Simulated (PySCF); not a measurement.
# CCl3, doublet, SMILES `Cl[C](Cl)Cl`: electronic structure

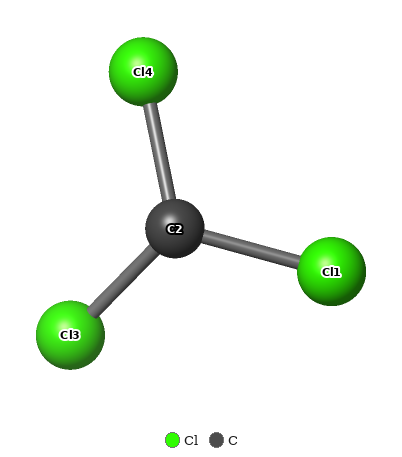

The molecule, with its atoms numbered as below. No frequency check shows the geometry to be a minimum.

Cartesian coordinates (Å):

```
Cl1     -1.6184   -0.4342    0.0358
C2      -0.0002    0.0000   -0.3041
Cl3      1.1853   -1.1844    0.0358
Cl4      0.4332    1.6185    0.0358
```

### 1. Bonding charge

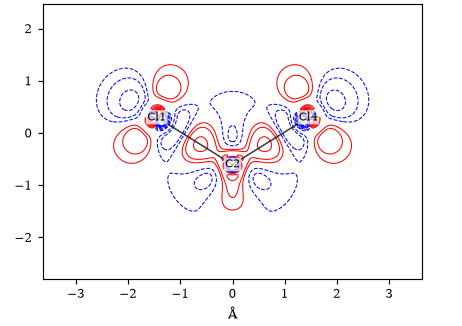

Deformation density (molecule less spherical, spin-averaged free atoms) in the plane of Cl1, C2 and Cl4; contours at ±0.05 to ±0.8 e/Å³; solid red lines: gain, dashed blue lines: loss.

Method: B3LYP/6-31G*; geometry: GFN2-xTB; program: PySCF. The stability of the open-shell solution wasn't checked. GFN2-xTB doesn't know the spin state, so this open-shell geometry is rough.

**Describe the bonding that the map shows.**

Cl1–C2 and C2–Cl4: +0.23 e/Å³ at the bond critical point (bond length 1.71 Å, Mayer order 1.1). In all, 1.0 electrons gather in the regions of gain relative to the promolecule.

### 2. Bond critical points

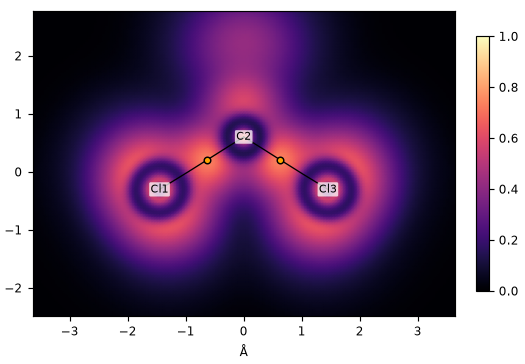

Localised orbital locator (LOL) in the plane of Cl1, C2 and Cl3, with bond paths and bond critical points (dots).

**Rank the bonds in the plane by LOL at their critical points.**

Cl1–C2 and C2–Cl3: about 0.74. Values above 0.5 mark slow, localised electrons, as in shared pairs; low values at a critical point mark a polar or closed-shell contact whose critical point lies between the shells.

**Where along Cl1–C2 does the critical point lie?**

0.96 Å from Cl1 and 0.75 Å from C2.

### 3. Electrostatic potential

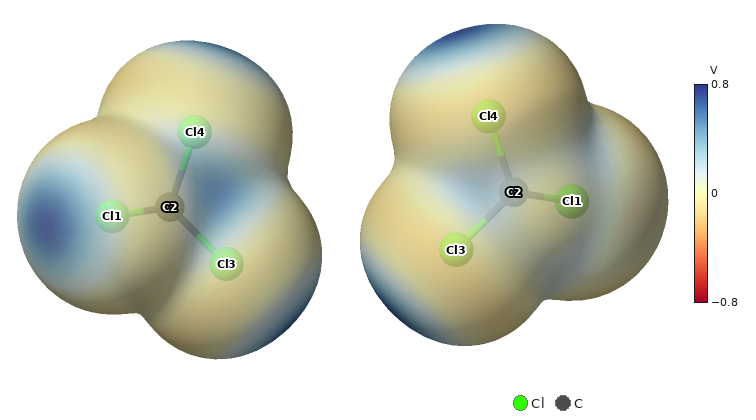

Electrostatic potential on the surface of electron density 0.001 a.u. (back view left, front view right).

**Where are the extremes of the potential on the surface?**

Highest: 0.72 V, 1.9 Å from Cl3, and at like points elsewhere. Further maxima include 0.62 V, 2.0 Å from C2; 0.26 V, 2.0 Å from C2. Lowest: −0.15 V, 2.1 Å from Cl3, and at like points elsewhere. Further minima include −0.04 V, 2.0 Å from C2. The surface is sampled at points, so like sites can differ by a few per cent and only the strongest of them is named.

**Does Cl3 carry a σ-hole?**

Yes: a local maximum of +0.72 V lies on the extension of the C2–Cl3 bond.

**What volume does the surface enclose, and what is the dipole moment?**

About 101 Å³; the dipole moment is 0.2 D.

### 4. Spin density

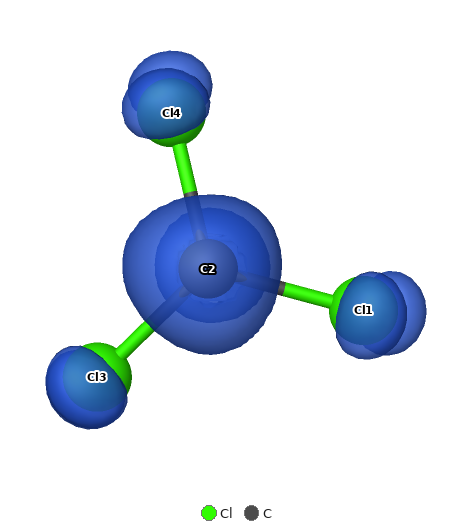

Spin density ρα − ρβ at ±0.05 e/Å³ (blue: excess α, red: excess β).

**Where is the unpaired spin?**

Hirshfeld spin populations: C2 +0.60 and Cl1, Cl3 and Cl4 +0.13. ⟨S²⟩ = 0.75, as for a pure state.

### 5. In an electric field

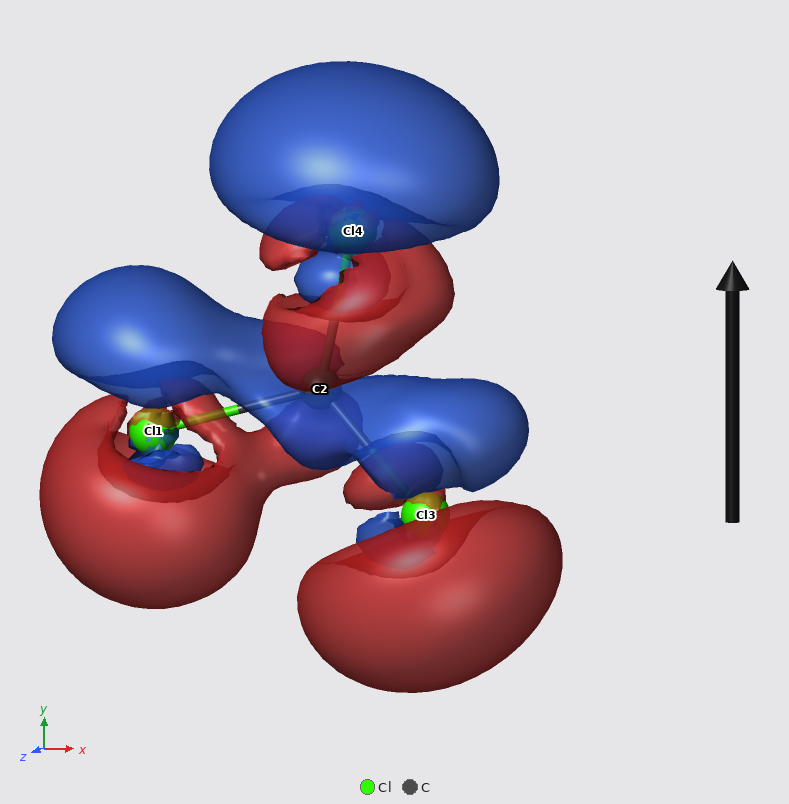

Change of the electron density in a uniform field of 0.41 V/Å along +y (arrow), surfaces at ±0.002 e/Å³ (red: gain, blue: loss).

Method: PBE0/def2-SVPD; geometry: GFN2-xTB; program: PySCF. The stability of the open-shell solution wasn't checked. GFN2-xTB doesn't know the spin state, so this open-shell geometry is rough.

The field was applied in both directions; the picture shows the one opposite to the script's first.

**How large is the response?**

The induced dipole is 1.27 D (along the field); α along this axis, from the fields in both directions, is 63 bohr³ (9.3 Å³).
